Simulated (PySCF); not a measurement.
C7H13Al (SMILES C=[CH][AlH][CH]1CCCC1)

```
atom    x (Å)    y (Å)    z (Å)
   C   4.3899  -0.0868   0.1901
   C   3.1671  -0.1291   0.7465
  Al   1.5665   0.1223  -0.3368
   C  -0.2697   0.0524   0.3647
   C  -1.0865  -1.1386  -0.1686
   C  -2.5399  -0.7972   0.1950
   C  -2.6149   0.7446   0.2019
   C  -1.1698   1.2380  -0.0217
   H   4.5310   0.0879  -0.8847
   H   5.3153  -0.2227   0.7667
   H   3.1302  -0.3102   1.8308
   H   1.7942   0.3719  -1.8997
   H  -0.2407  -0.0220   1.4693
   H  -0.7666  -2.1105   0.2409
   H  -0.9857  -1.2066  -1.2679
   H  -3.2616  -1.2553  -0.4988
   H  -2.7698  -1.1947   1.1962
   H  -3.2962   1.1313  -0.5714
   H  -3.0010   1.1085   1.1665
   H  -0.9456   2.1540   0.5477
   H  -1.0267   1.4886  -1.0883
```

Geometry: PBE0-D3(BJ)/def2-SVP.

Method: PBE0/pcSseg-1, SCF density, gas phase, non-relativistic (PySCF 2.14.0).

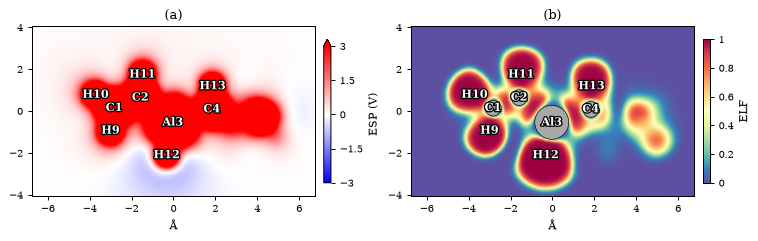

Figure 1. (a) molecular electrostatic potential; (b) electron localisation function on the plane of atoms Al3, C2 and H11. Grey discs cover the atomic cores in the ELF map.

> What do the fields say about this system?

Atoms in the plane: C, Al and H.
C–C (1.34 Å): the ELF peaks at about 0.95 between the atoms (a multiple bond).
C–Al (1.95 Å): the ELF peaks at about 0.95 between the atoms; a polar covalent bond.
C–H (1.10 Å): the ELF climbs to about 1 towards the hydrogen, as it does in any bond to H; a covalent bond by its length.
Al–H (1.60 Å): the ELF climbs to about 1 towards the hydrogen.
Outside the dense part of the molecule the potential is most negative (−0.7 V) near H12.

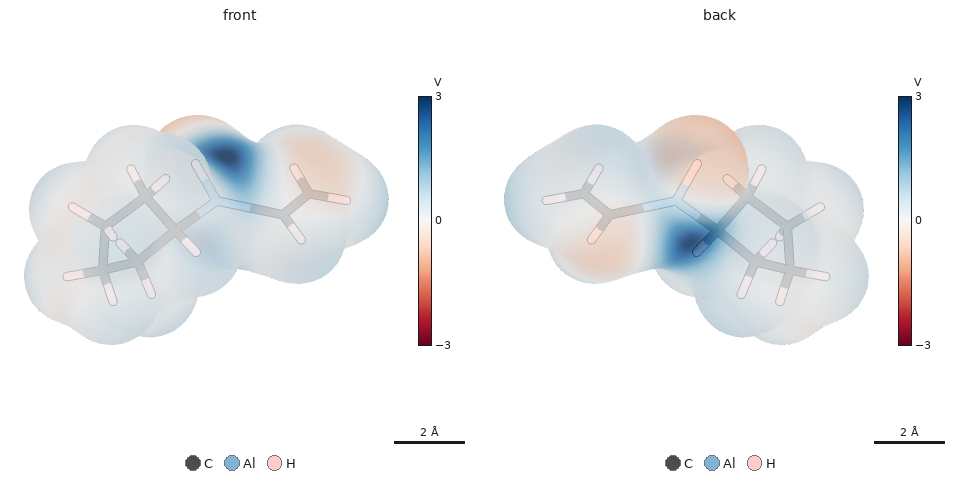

Figure 2. The molecular electrostatic potential painted on the density surface at 0.002 e/bohr³, seen from the front and from behind; red is negative and blue positive.

> Which sites attract a positive test charge, and which a negative one?

A positive charge is drawn to the negative regions and a negative charge to the positive ones. The most negative region (about −0.7 V) lies over H12, the most positive (about +2.9 V) over Al3.
